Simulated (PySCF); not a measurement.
Molecule: C₄H₄FN, SMILES F/C=C\[C@H]1C=N1.

```xyz
10

F      1.9414    -1.3869    -0.5093
C      1.7787    -0.1388    -0.0343
C      0.5854     0.4237     0.0789
C     -0.6730    -0.2258    -0.3052
C     -1.9262     0.1192     0.3633
N     -1.8198     0.6435    -0.7634
H      2.7192     0.3140     0.2378
H      0.5230     1.4283     0.4678
H     -0.5812    -1.1939    -0.7846
H     -2.5387     0.0214     1.2265
```

GIAO shifts, PBE0/pcSseg-1 with PySCF 2.14.0, at a GFN2-xTB geometry (no frequency check), against TMS for ¹³C, TMS for ¹H and CFCl₃ for ¹⁹F computed at the same level (¹⁹F: this reference is a hard case for the method, so all values can be off together by tens of ppm, and differences between signals are safer). Gas phase, fully decoupled, line heights follow the number of nuclei, widths are arbitrary (no quadrupolar broadening); values of one conformer, averaged over methyl-type rotors and exact or near symmetry; other conformers aren't averaged in.

Question: Predict the ¹³C spectrum.

Answer: 4 signals.


```csv
δ (ppm),nuclei,atoms
177.8,1,C5
160.5,1,C2
122.9,1,C3
23.5,1,C4
```

Question: Predict the ¹H spectrum.

Answer: 4 signals.


```tsv
δ (ppm)	nuclei	atoms
10.54	1	H10
7.07	1	H7
4.20	1	H8
2.57	1	H9
```

Question: Which ¹⁹F signals does it give?

Answer: 1 signal.


| δ (ppm) | nuclei | atoms |
| --- | --- | --- |
| −129.4 | 1 | F1 |

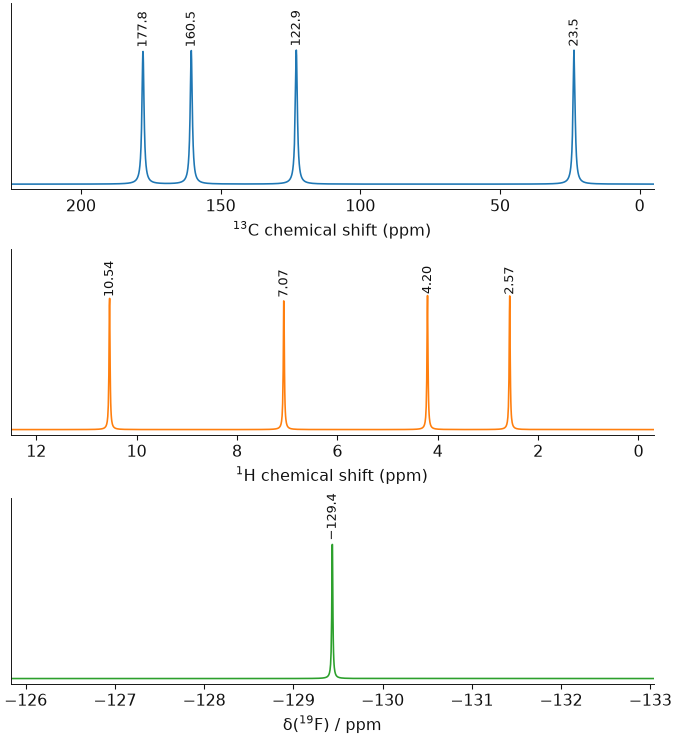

Caveats: the tight-binding geometry is rougher than a DFT one and adds to the error.
